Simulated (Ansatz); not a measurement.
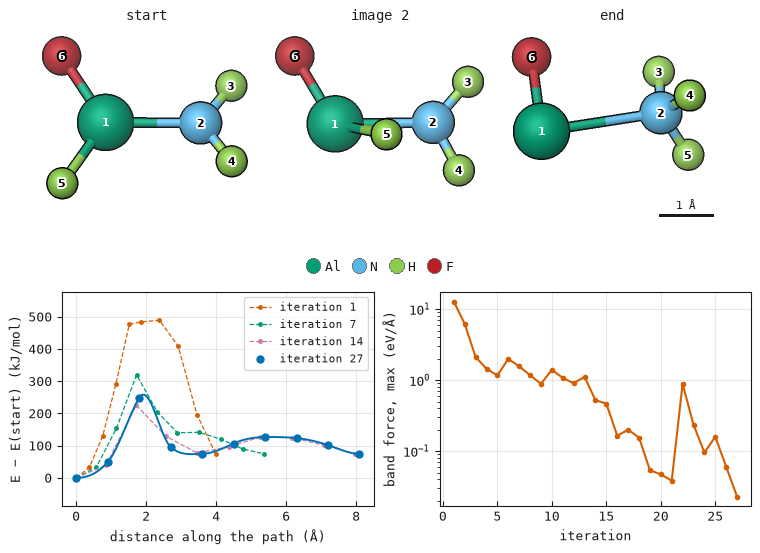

A search for the minimum-energy path of AlNH3F by the nudged elastic band. Images are numbered from 0 (start) to 9 (end). The plot follows the band through its iterations. A ball-and-stick model, seen at a tilt.

Theory: RKS PBE0-D4/6-31G* in Ansatz 0.2.0. Set-up: 8 movable images; no climbing image; force threshold 0.03 eV/Å; iteration limit 60; starting path through a guess of the saddle point.

**Did the band converge, and can the barrier be trusted?**

The run is converged, with reservations. The band converged in 27 iterations. The largest component of the band force went from 13 to 0.023 eV/Å. No image climbed, so the highest image needn't lie on the saddle point, and the true maximum along this path can be higher. The first iteration put the highest image at 489.4 kJ/mol. The highest point, image 2, lies 248.1 kJ/mol above the start and 173.3 kJ/mol above the end; the end is at +74.8 kJ/mol relative to the start. The profile has 2 maxima (images 2, 6) with a dip at image 4 (+74.9 kJ/mol), so the process runs in steps.

Cost: 5 min on 1 thread of Arm Neoverse V1, with other jobs on the host, peak memory 0.11 GiB.
